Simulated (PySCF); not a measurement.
# TaBr₃: singlet, from a trigonal pyramidal start

The task is one start of a wider search on TaBr₃: the singlet, from a trigonal pyramidal start. It is relaxed, tested by its Hessian and followed downhill if it is a saddle.

Program: PySCF 2.14.0. Level of theory: PBE0, basis Ta def2-SVP with ECP60, Br def2-SVP, scalar-relativistic core potentials, no spin–orbit coupling, density fitting. These are calculated values, not measurements.

## Step 1: Starting geometry

4 atoms, charge 0, spin multiplicity 1.

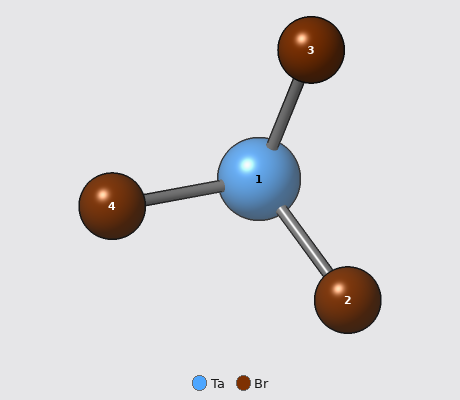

As it starts; tantalum blue, bromine brown; atoms are numbered from 1 in the order of the file.

```xyz
4
charge 0 multiplicity 1
Ta    0.0000    0.0000   -0.6918
Br    2.2957    0.0000    0.5288
Br   -1.1478    1.9881    0.5288
Br   -1.1478   -1.9881    0.5288
```

## Step 2: Relaxing the singlet from the trigonal pyramidal start

The steps below are one call of a driver around PySCF. For each, scf.py gives the equivalent set-up of the SCF; relaxations use the driver's own optimiser. Before each start the driver seeks the lowest SCF state from one or more starting densities and follows internal instabilities, so scf.py alone need not reach the same state.

The program finds C3v symmetry in the start, which this walk keeps. Threshold on the gradient: 0.0003 Eh/bohr, with a further test on the energy change.

The input, scf.py:

```python
from pyscf import gto, scf, dft
mol = gto.M(atom='''
Ta     0.000000     0.000000    -0.691839
Br     2.295663     0.000003     0.528762
Br    -1.147834     1.988101     0.528761
Br    -1.147829    -1.988104     0.528760''',
    basis={'Ta': 'def2-SVP', 'Br': 'def2-SVP'},
    ecp={'Ta': 'def2-SVP'},
    charge=0, spin=0)
mf = dft.RKS(mol, xc='PBE0')
mf.grids.atom_grid = (50, 194)
aux = {'Ta': 'def2-universal-JKFIT', 'Br': 'def2-universal-JKFIT'}
mf = mf.density_fit(auxbasis=aux)
mf.kernel()
```

The optimiser's trace:

```
step   energy (Eh)  change (kJ/mol)  largest symmetric gradient (Eh/bohr)
   0  -7777.696146             0.00                               0.09256
   1  -7777.733322           -97.60                               0.05566
   2  -7777.753692          -151.09                               0.01857
   3  -7777.762948          -175.39                               0.01326
   4  -7777.766388          -184.42                               0.00887
   5  -7777.767149          -186.42                               0.00327
   6  -7777.767448          -187.20                               0.00072
   7  -7777.767465          -187.25                               0.00018
   8  -7777.767465          -187.25                               0.00001
```

The walk needed 57 s of wall time on 8 threads, shared host.

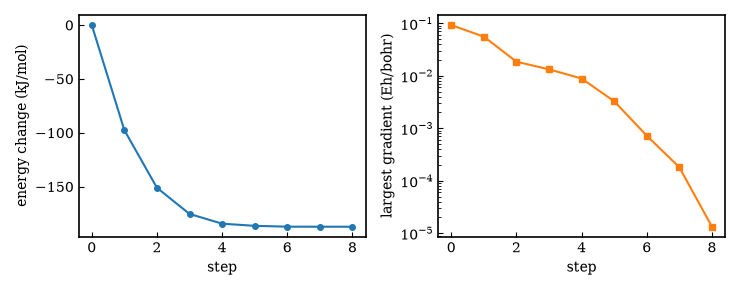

Energy and largest gradient along the walk.

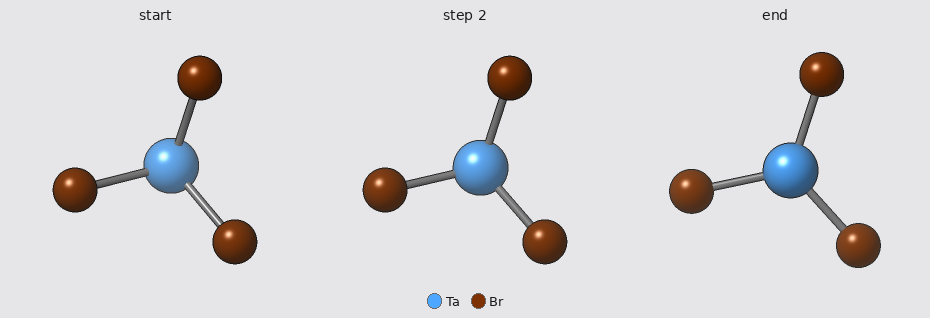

Start and end of the relaxation, with a step between.

After 8 steps and 187.2 kJ/mol it ends at D3h: Ta–Br 2.398 Å (×3); Br–Ta–Br 120.0° (×3).

## Step 3: Vibrations and properties at this point

On the finer grid the gradient is checked again; gradients at displacements of ±0.01 bohr then give force constants and infrared intensities.

scf.py: that of step 2 with these lines changed.

```diff
@@ -3,4 +3,4 @@
-Ta     0.000000     0.000000    -0.691839
-Br     2.295663     0.000003     0.528762
-Br    -1.147834     1.988101     0.528761
-Br    -1.147829    -1.988104     0.528760''',
+Ta     0.000000    -0.000000    -0.000000
+Br     2.398167     0.000003     0.000001
+Br    -1.199086     2.076872    -0.000000
+Br    -1.199081    -2.076875    -0.000001''',
@@ -11 +11 @@
-mf.grids.atom_grid = (50, 194)
+mf.grids.atom_grid = (75, 302)
```

The driver hands on the density of the step before, so the log starts near convergence.

SCF at the final geometry:

```text
init E= -7777.76784808337
  HOMO = -0.204227596182272  LUMO = -0.101676980171164  gap/eV = 2.79054
cycle= 1 E= -7777.76784808294  delta_E= 4.26e-10  |g|= 4.21e-05  |ddm|= 8.07e-05
  HOMO = -0.204243412467378  LUMO = -0.101692661329291  gap/eV = 2.79055
cycle= 2 E= -7777.76784808011  delta_E= 2.83e-09  |g|= 0.000104  |ddm|= 0.000184
  HOMO = -0.204232265110112  LUMO = -0.101681840791351  gap/eV = 2.79054
cycle= 3 E= -7777.76784808352  delta_E= -3.41e-09  |g|= 3.57e-06  |ddm|= 0.00013
  HOMO = -0.204232235048341  LUMO = -0.101681796910407  gap/eV = 2.79054
cycle= 4 E= -7777.76784808352  delta_E= -3.64e-12  |g|= 6.98e-07  |ddm|= 5.96e-06
  HOMO = -0.204232177648888  LUMO = -0.101681810337141  gap/eV = 2.79054
Extra cycle  E= -7777.76784808352  delta_E=    0  |g|= 6.33e-07  |ddm|= 6.49e-06
converged SCF energy = -7777.76784808352
```

The whole step took 41 s.

Geometry: D3h; Ta–Br 2.398 Å (×3); Br–Ta–Br 120.0° (×3).

Modes, for the most abundant isotopes:

| symmetry | ω (cm⁻¹) | IR (km/mol) |
| --- | --- | --- |
| e' | 60 | 0.0 |
| a2'' | 66 | 0.1 |
| a1' | 245 | 0.0 |
| e' | 298 | 76.9 |

No imaginary mode, so this is a minimum.

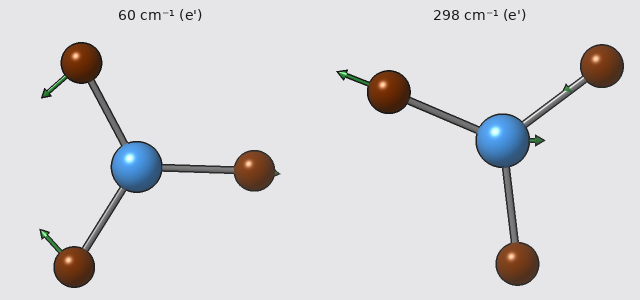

Displacements of 2 of the modes, as arrows (one member where a mode is degenerate).

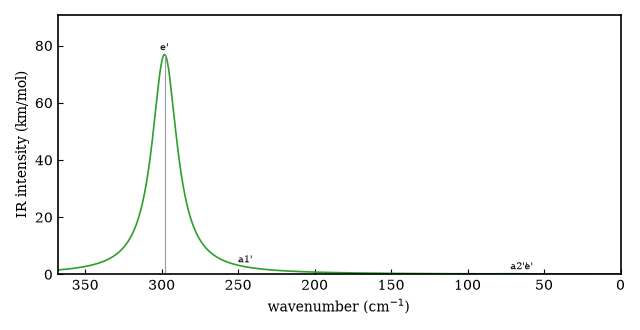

The harmonic infrared spectrum (widths in cm⁻¹). Lines are broadened to a width of 20 cm⁻¹ (Lorentzian).

Constants and moments:

```yaml
Dipole_moment: 0.00 D
Highest_occupied_level: -5.56 eV
Lowest_empty_level: -2.77 eV
Rotational_constants: 0.02476, 0.02476, 0.01238 cm⁻¹
Zero-point_energy: 6.1 kJ/mol
Principal_polarisabilities: 81.2, 105.6, 105.6 bohr³
Atomisation_energy_without_zero-point_energy: 1188 kJ/mol
Principal_traceless_quadrupole_moments_about_the_centre_of_mass: -5.20, 2.60, 2.60 D Å
Entropy_at_298.15_K_and_1_bar: 376.5 J/(mol K)
Heat_capacity_Cp_at_298.15_K: 79.5 J/(mol K)
Enthalpy_at_298.15_K_above_0_K: 19.81 kJ/mol
Rotational_symmetry_number: 6
```

Charges (e) and bond orders:

```json
{"atom": "Ta1", "Mulliken": "0.56", "Löwdin": "-0.71", "polar tensor": "1.11", "Mayer order to Ta1": "–"}
{"atom": "Br2,3,4", "Mulliken": "-0.19", "Löwdin": "0.24", "polar tensor": "-0.37", "Mayer order to Ta1": "1.33"}
```

Mulliken populations on Ta1 (outside its core potential): s 2.90, p 6.25, d 3.22, f 0.07.

## Step 4: Would spin polarisation lower it?

At the lowest minimum the closed shell is tested against spin polarisation, on the (50, 194) grid. It is unstable: an open-shell solution lies lower. That solution was not followed to a minimum here.

## Step 5: What came out

| quantity | value |
| --- | --- |
| minimum | singlet, D3h (closed shell, unstable towards spin polarisation) |
| geometry | Ta–Br 2.398 Å (×3); Br–Ta–Br 120.0° (×3) |
| wavenumbers (cm⁻¹) | 60 (e'), 66 (a2''), 245 (a1'), 298 (e') |
| dipole moment | 0.00 D |
| highest occupied, lowest empty level | -5.56, -2.77 eV |
| polar-tensor charge of Ta1 | +1.11 e |
| zero-point energy | 6.1 kJ/mol |

What this shows: The trigonal pyramidal start (C3v) ends in a minimum of D3h symmetry. The strongest infrared band lies at 298 cm⁻¹ (e', stretch). Ta1 has a polar-tensor charge of +1.1 e (a dipole derivative, not a static charge), yet symmetry cancels the bond dipoles. Other starts or spin states, not run here, may lie lower. Take wavenumbers under 90 cm⁻¹ as rough. A stability analysis at the minimum finds the closed shell unstable towards spin polarisation: an open-shell solution lies lower, and these values are not those of the lowest state. Spin–orbit coupling, left out here, can matter for elements this heavy.

The search up to here took 1.9 min.
